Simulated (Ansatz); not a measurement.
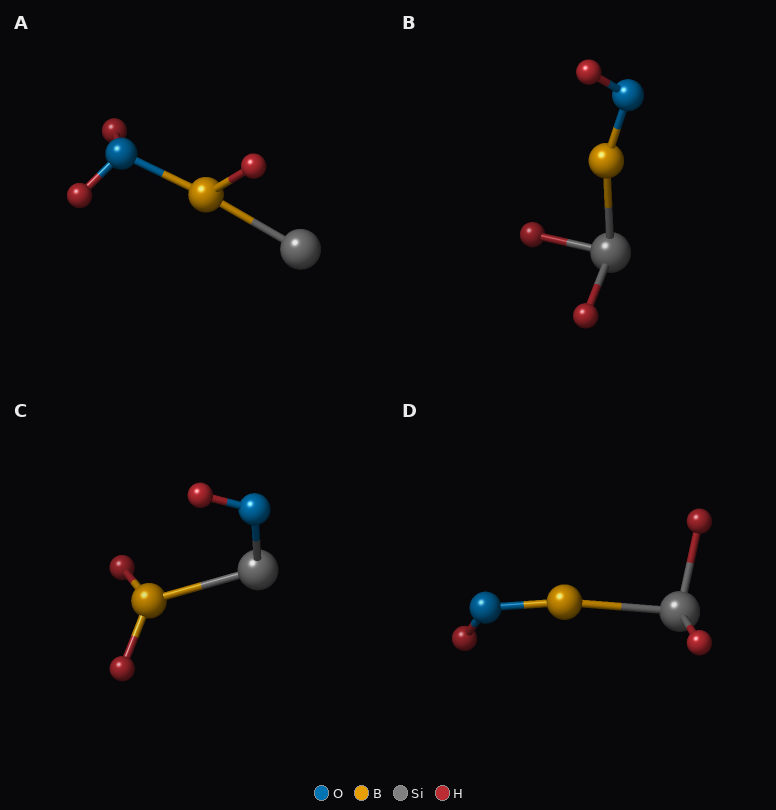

4 stationary structures of one formula. Geometries: PBE-D4/def2-SVP. Electronic energies: PBE-D4/def2-SVP (Ansatz 0.2.0), without zero-point energy. No frequency run is at hand to confirm each as a minimum.

Which structure is the most stable?

D is lowest (Cs); B lies 0.5 kJ/mol above it (Cs), C lies 67.7 kJ/mol above it (Cs), A lies 257.4 kJ/mol above it.
